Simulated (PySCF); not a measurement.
# C3H7F3Si2: excited states, first hyperpolarisability

Wanted: excited states, first hyperpolarisability for C3H7F3Si2 (`C=C[SiH2][SiH2]C(F)(F)F`).

Computed with PySCF 2.14.0 and routines of our own; the level stands in each step. Atoms count from 0.

### Step 1. The starting structure

15 atoms, charge 0, multiplicity 1; geometry from: GFN2-xTB.

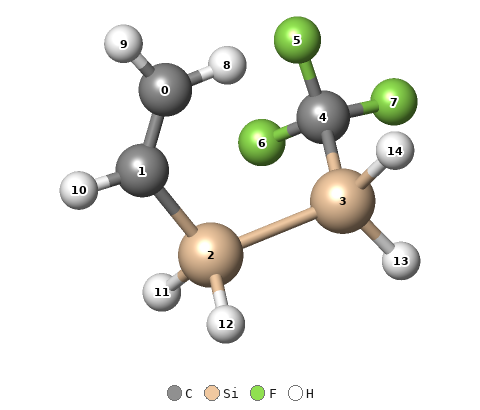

The starting geometry (carbon grey, silicon light orange, fluorine green, hydrogen white).

### Step 2. Optimising the geometry at PBE0-D3(BJ)/def2-SVP

Job settings and geometry (Å):

```
{"job": {"xc": "PBE0", "basis": "def2-SVP", "d3": "d3bj", "grid": 2, "kind": "geom"}, "charge": 0, "multiplicity": 1}
C      1.968484     1.083275     0.311352
C      1.958603    -0.182460     0.701573
Si     0.642831    -1.454769     0.248515
Si    -1.038026    -0.543054    -1.064611
C     -2.013658     0.767114     0.003241
F     -1.370597     1.950875     0.104154
F     -2.217221     0.351328     1.274657
F     -3.233328     1.050363    -0.493134
H      1.193633     1.499022    -0.314423
H      2.746740     1.772527     0.602519
H      2.768422    -0.528776     1.333930
H      0.123278    -2.048716     1.488780
H      1.293330    -2.534240    -0.512848
H     -2.129912    -1.436223    -1.463548
H     -0.696994     0.261723    -2.242067
```

The run is started by

```
> OMP_NUM_THREADS=1 python excited_run.py task.json out
```

One launch serves the whole session: the jobs run in the order shown.

Log:

```text
step   0  E = -995.85830097  max force = 0.014815
step   1  E = -995.86341996  max force = 0.003072
step   2  E = -995.86358146  max force = 0.001286
step   3  E = -995.86364317  max force = 0.001014
step   4  E = -995.86368427  max force = 0.000741
step   5  E = -995.86371879  max force = 0.000455
step   6  E = -995.86377421  max force = 0.001092
step   7  E = -995.86378623  max force = 0.000937
step   8  E = -995.86380651  max force = 0.000661
step   9  E = -995.86382026  max force = 0.000296
optimisation converged
```

Wall time 1.9 min (1 thread of Arm Neoverse V1, shared host); peak memory 0.75 GiB.

Along the way:

| step | energy from step 0 (eV) | largest force component (eV/Å) |
| --- | --- | --- |
| 0 | 0.0000 | 0.7618 |
| 1 | -0.1393 | 0.1580 |
| 2 | -0.1437 | 0.0661 |
| 3 | -0.1454 | 0.0521 |
| 4 | -0.1465 | 0.0381 |
| 5 | -0.1474 | 0.0234 |
| 6 | -0.1489 | 0.0562 |
| 7 | -0.1493 | 0.0482 |
| 8 | -0.1498 | 0.0340 |
| 9 | -0.1502 | 0.0152 |

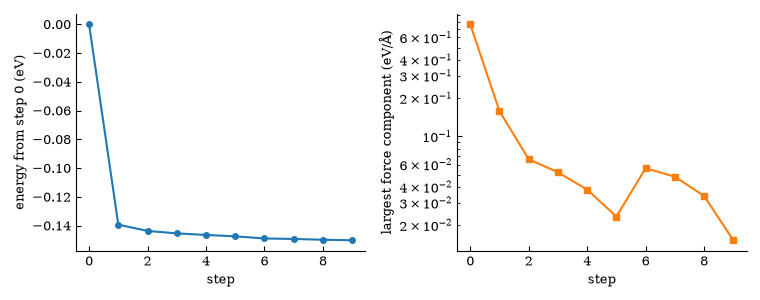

Energy and largest force along the relaxation.

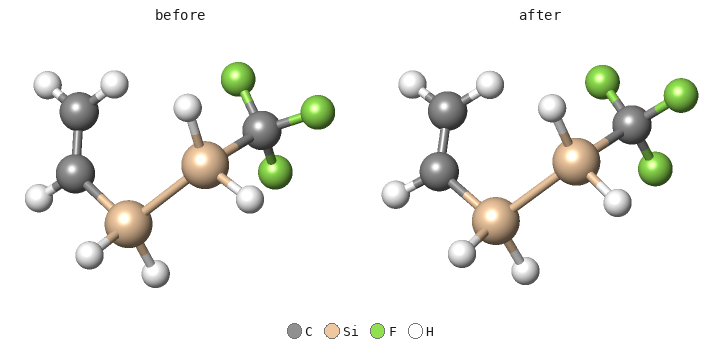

Before and after, at one scale.

Close pairs (by a distance rule), those that changed most:

| bond | before (Å) | after (Å) | change (Å) |
| --- | --- | --- | --- |
| Si2–Si3 | 2.320 | 2.347 | +0.028 |
| Si2–H11 | 1.470 | 1.497 | +0.027 |
| Si3–H13 | 1.466 | 1.492 | +0.026 |
| Si3–H14 | 1.466 | 1.492 | +0.026 |
| Si2–H12 | 1.472 | 1.498 | +0.026 |
| C0–H9 | 1.080 | 1.096 | +0.016 |
| C0–H8 | 1.079 | 1.095 | +0.016 |
| C1–Si2 | 1.886 | 1.870 | -0.015 |

The final coordinates are the input of the step that follows.

| at the end point | value |
| --- | --- |
| point group (found at 0.08 Å tolerance) | C1 |
| rotational constants (GHz, main isotopes) | 2.147, 0.855, 0.738 |
| dipole moment (D) | 2.05 |

### Step 3. Excited states: TDA CAM-B3LYP/def2-TZVP

Job settings and geometry (Å):

```
{"job": {"kind": "states", "xc": "CAM-B3LYP", "basis": "def2-TZVP", "tda": true, "soc": true, "nstates": 6, "ntriplets": 5, "nquad": 4}, "charge": 0, "multiplicity": 1}
C      1.968560     1.082801     0.398196
C      2.031280    -0.239043     0.594358
Si     0.656188    -1.450823     0.221069
Si    -1.095914    -0.494127    -1.013475
C     -2.048366     0.846228     0.016633
F     -1.276963     1.909601     0.312457
F     -2.484270     0.346633     1.182573
F     -3.118105     1.314082    -0.640066
H      1.071983     1.575771     0.008571
H      2.812642     1.740003     0.634901
H      2.962301    -0.655164     1.002307
H      0.084040    -2.041894     1.471452
H      1.182602    -2.587269    -0.601154
H     -2.120002    -1.525168    -1.352589
H     -0.629578     0.187398    -2.256598
```

Level: TDA CAM-B3LYP/def2-TZVP excited states, vertical, gas phase, spin-orbit mean-field couplings.

Log:

```text
coarse grid: 14104 points
cycle   1  E = -996.9403174194  dE =  8.134e-01  |g| = 9.565e-01  |ddm| = 2.919e+00
cycle   2  E = -996.8688609976  dE =  7.146e-02  |g| = 1.261e+00  |ddm| = 9.249e-01
cycle   3  E = -997.0995241970  dE = -2.307e-01  |g| = 5.467e-02  |ddm| = 4.830e-01
cycle   4  E = -997.1000872301  dE = -5.630e-04  |g| = 2.888e-02  |ddm| = 6.352e-02
cycle   5  E = -997.1002670725  dE = -1.798e-04  |g| = 5.377e-03  |ddm| = 2.194e-02
cycle   6  E = -997.1002751665  dE = -8.094e-06  |g| = 1.315e-03  |ddm| = 5.382e-03
final grid: 129896 points
cycle   7  E = -997.0978677965  dE = -4.848e-05  |g| = 4.469e-03  |ddm| = 2.799e-02
cycle   8  E = -997.0978676715  dE =  1.250e-07  |g| = 4.698e-03  |ddm| = 4.749e-03
cycle   9  E = -997.0978714986  dE = -3.827e-06  |g| = 4.607e-04  |ddm| = 2.190e-03
cycle  10  E = -997.0978715252  dE = -2.662e-08  |g| = 2.221e-04  |ddm| = 3.395e-04
cycle  11  E = -997.0978715360  dE = -1.073e-08  |g| = 2.427e-05  |ddm| = 1.487e-04
cycle  12  E = -997.0978715361  dE = -1.662e-10  |g| = 1.229e-05  |ddm| = 2.826e-05
converged SCF energy = -997.0978715361

Singlet excitations
state   eV       nm        f     d(h-e)  d(exc)  Lambda  PR(NTO)  |dmu|/D   mu/D   main configurations
  1   6.7055   184.9   0.00195   0.612   2.703   0.535   1.110    2.070    2.342   H-1->L 0.48, H-2->L 0.39
  2   7.0801   175.1   0.01263   1.031   3.127   0.533   1.139    3.460    4.839   H->L+1 0.52, H->L 0.14, H-1->L+1 0.13
  3   7.2674   170.6   0.05998   0.740   2.968   0.621   1.696    2.536    4.082   H-1->L+1 0.67, H->L+2 0.14
  4   7.4127   167.3   0.21784   0.279   2.947   0.655   1.507    0.895    2.037   H->L 0.44, H->L+1 0.19, H-2->L 0.14
  5   7.4997   165.3   0.02532   0.869   3.016   0.571   1.329                     H-1->L 0.27, H-1->L+2 0.24, H-2->L 0.21
  6   7.5724   163.7   0.19841   0.369   3.046   0.582   2.117                     H-1->L+2 0.29, H->L+2 0.18, H->L 0.15

Triplet excitations (Tamm-Dancoff)
state   eV     d(h-e)  d(exc)  Lambda  PR(NTO)   main configurations
  1   4.1947   0.041   2.055   0.775   1.007   H->L 0.83
  2   6.0973   0.135   2.634   0.597   1.148   H-1->L+1 0.53, H-1->L 0.26
  3   6.2029   0.400   2.496   0.576   1.260   H-2->L 0.56, H-1->L+1 0.18, H-1->L 0.13
  4   6.4612   0.089   2.648   0.595   1.062   H-1->L+2 0.68, H->L+2 0.12
  5   6.9830   1.583   3.281   0.475   1.093   H->L+1 0.65, H->L+2 0.11
S1 - T1 = 2.5108 eV

Spin-orbit couplings |<S|Hso|T>| (cm-1)
             T1       T2       T3       T4       T5
S0        0.093   14.961    3.940    7.074    8.585
S1        2.856    4.852    8.836   10.354    5.563
S2        3.357   10.546    4.761   14.864   11.113
S3        3.062    5.986    3.809   11.872    8.447
S4        2.627   15.802   15.658    8.968   10.332
S5        0.583    9.716   26.618    9.052    7.375
S6        1.309   13.941   10.251    4.975    7.536
T1 sublevels (cm-1): 0.000 0.000 0.001   radiative rates (1/s): 0.0446 0.00535 0.0296
```

It took 81 s on 1 thread of Arm Neoverse V1, shared host; peak memory 1.3 GiB.

Key values:

| quantity | value |
| --- | --- |
| S1 less T1 | 2.51 eV |

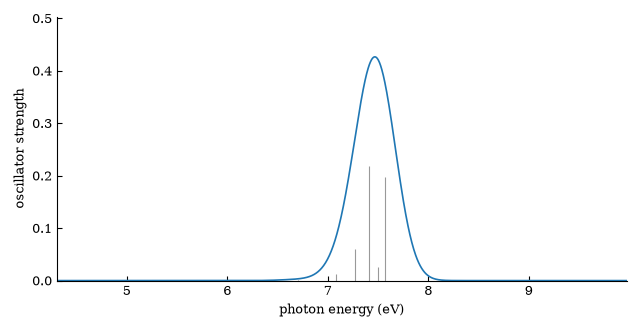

Absorption lines of the singlets. Lines are broadened to a width of 0.40 eV (Gaussian).

### Step 4. Excited states: TDDFT CAM-B3LYP/aug-cc-pVDZ

Settings changed since step 3:

```diff
@@ -1,2 +1,2 @@
-{"job": {"kind": "states", "xc": "CAM-B3LYP", "basis": "def2-TZVP", "tda": true, "soc": true, "nstates": 6, "ntriplets": 5, "nquad": 4}, "charge": 0, "multiplicity": 1}
+{"job": {"kind": "states", "xc": "CAM-B3LYP", "basis": "aug-cc-pVDZ", "tpa": true, "nstates": 8, "nquad": 6, "ntriplets": 0}, "charge": 0, "multiplicity": 1}
 C      1.968560     1.082801     0.398196
```

Method: TDDFT CAM-B3LYP/aug-cc-pVDZ excited states, vertical, gas phase, two-photon moments by quadratic response.

Log:

```text
coarse grid: 14104 points
cycle   1  E = -996.7836469274  dE =  8.702e-01  |g| = 8.692e-01  |ddm| = 9.767e+00
cycle   2  E = -996.7295969881  dE =  5.405e-02  |g| = 1.116e+00  |ddm| = 2.780e+00
cycle   3  E = -996.9296033730  dE = -2.000e-01  |g| = 5.047e-02  |ddm| = 1.398e+00
cycle   4  E = -996.9301394796  dE = -5.361e-04  |g| = 2.514e-02  |ddm| = 1.681e-01
cycle   5  E = -996.9302912681  dE = -1.518e-04  |g| = 4.618e-03  |ddm| = 8.488e-02
cycle   6  E = -996.9302977300  dE = -6.462e-06  |g| = 1.096e-03  |ddm| = 1.588e-02
final grid: 129896 points
cycle   7  E = -996.9394098073  dE = -1.929e-05  |g| = 4.078e-03  |ddm| = 9.378e-02
cycle   8  E = -996.9394094485  dE =  3.588e-07  |g| = 4.629e-03  |ddm| = 1.883e-02
cycle   9  E = -996.9394133394  dE = -3.891e-06  |g| = 3.382e-04  |ddm| = 7.452e-03
cycle  10  E = -996.9394133635  dE = -2.413e-08  |g| = 1.429e-04  |ddm| = 1.236e-03
cycle  11  E = -996.9394133684  dE = -4.930e-09  |g| = 2.547e-05  |ddm| = 4.425e-04
cycle  12  E = -996.9394133686  dE = -1.703e-10  |g| = 1.079e-05  |ddm| = 9.014e-05
converged SCF energy = -996.9394133686

Singlet excitations
state   eV       nm        f     d(h-e)  d(exc)  Lambda  PR(NTO)  |dmu|/D   mu/D   delta(TPA)   sigma/GM   main configurations
  1   6.7044   184.9   0.00328   0.662   2.778   0.458   1.092    2.291    2.544        2.10      0.035   H-1->L+1 0.38, H-2->L+1 0.35
  2   6.9142   179.3   0.05549   0.394   3.467   0.381   1.071    1.639    0.786       13.03      0.228   H->L 0.69, H->L+3 0.10
  3   7.0218   176.6   0.25135   0.072   2.960   0.677   1.254    0.810    2.451        6.76      0.122   H->L+1 0.82
  4   7.2170   171.8   0.03427   0.373   3.044   0.397   1.418    1.256    2.624       14.09      0.269   H-1->L+3 0.35, H-1->L+4 0.16, H-1->L 0.12
  5   7.4620   166.2   0.00677   1.590   3.391   0.440   1.143    5.349    4.845        3.01      0.061   H-1->L+1 0.46, H-2->L+1 0.30
  6   7.5121   165.0   0.07234   0.269   3.487   0.348   1.679    1.164    1.501        6.41      0.132   H-1->L 0.23, H-1->L+6 0.13, H->L+2 0.11
  7   7.5804   163.6   0.01009   1.388   3.932   0.310   1.318                                            H->L+3 0.26, H->L+4 0.24, H->L 0.10
  8   7.6440   162.2   0.00203   1.015   4.029   0.281   1.528                                            H->L+2 0.46
```

Wall time 86 s (1 thread of Arm Neoverse V1, shared host); peak memory 1.1 GiB.

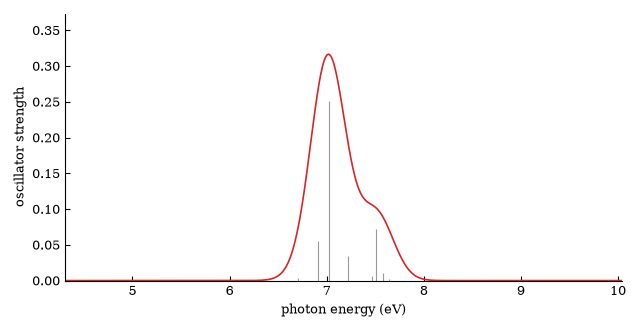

Absorption lines of the singlets. Lines are broadened to a width of 0.40 eV (Gaussian).

### Step 5. First hyperpolarisability: quadratic response CAM-B3LYP/aug-cc-pVDZ

Settings changed since step 4:

```diff
@@ -1,2 +1,2 @@
-{"job": {"kind": "states", "xc": "CAM-B3LYP", "basis": "aug-cc-pVDZ", "tpa": true, "nstates": 8, "nquad": 6, "ntriplets": 0}, "charge": 0, "multiplicity": 1}
+{"job": {"kind": "beta", "xc": "CAM-B3LYP", "basis": "aug-cc-pVDZ"}, "charge": 0, "multiplicity": 1}
 C      1.968560     1.082801     0.398196
```

With the program's defaults for keys left out, this is: quadratic response CAM-B3LYP/aug-cc-pVDZ first hyperpolarisability, Taylor convention, gas phase.

Log:

```text
coarse grid: 14104 points
cycle   1  E = -996.7836469274  dE =  8.702e-01  |g| = 8.692e-01  |ddm| = 9.767e+00
cycle   2  E = -996.7295969881  dE =  5.405e-02  |g| = 1.116e+00  |ddm| = 2.780e+00
cycle   3  E = -996.9296033730  dE = -2.000e-01  |g| = 5.047e-02  |ddm| = 1.398e+00
cycle   4  E = -996.9301394796  dE = -5.361e-04  |g| = 2.514e-02  |ddm| = 1.681e-01
cycle   5  E = -996.9302912681  dE = -1.518e-04  |g| = 4.618e-03  |ddm| = 8.488e-02
cycle   6  E = -996.9302977300  dE = -6.462e-06  |g| = 1.096e-03  |ddm| = 1.588e-02
final grid: 129896 points
cycle   7  E = -996.9394098073  dE = -1.929e-05  |g| = 4.078e-03  |ddm| = 9.378e-02
cycle   8  E = -996.9394094485  dE =  3.588e-07  |g| = 4.629e-03  |ddm| = 1.883e-02
cycle   9  E = -996.9394133394  dE = -3.891e-06  |g| = 3.382e-04  |ddm| = 7.452e-03
cycle  10  E = -996.9394133635  dE = -2.413e-08  |g| = 1.429e-04  |ddm| = 1.236e-03
cycle  11  E = -996.9394133684  dE = -4.930e-09  |g| = 2.547e-05  |ddm| = 4.425e-04
cycle  12  E = -996.9394133686  dE = -1.703e-10  |g| = 1.079e-05  |ddm| = 9.014e-05
converged SCF energy = -996.9394133686

Lowest singlets (eV, f): 6.7044 0.0033  6.9142 0.0555  7.0218 0.2514

First hyperpolarisability (au)
process     nm      |vector|   parallel      HRS      DR
static         -      260.19     -119.5      98.24   7.374
shg       1907.0      267.65    -122.73      101.2   7.301
eope      1907.0      262.64    -120.56          -       -
shg       1064.0      285.48    -130.46     108.31    7.13
eope      1064.0      268.19    -122.97          -       -
```

It took 65 s on 1 thread of Arm Neoverse V1, shared host; peak memory 1.1 GiB.

### Step 6. Outcome

```
                                                   quantity                                                value
                                                point group                                                   C1
                       rotational constants (main isotopes)                                 2.15, 0.85, 0.74 GHz
               S1 less T1 (step 3, TDA CAM-B3LYP/def2-TZVP)                                              2.51 eV
β vector (step 5, quadratic response CAM-B3LYP/aug-cc-pVDZ)  static 260, SHG 1907.0 nm 268, SHG 1064.0 nm 285 au
```

What this shows: The optimisation took 9 steps and gained 0.150 eV; among the close pairs (by a distance rule), Si2–Si3 changed most, from 2.320 to 2.347 Å. In step 3, the number of triplets below S1 is 4, and the largest singlet-triplet spin-orbit coupling is S5–T3, 26.62 cm⁻¹. β grows from 260 au (static) to 285 au for doubling at 1064.0 nm: normal dispersion, which grows as twice the photon energy moves toward the bright states.
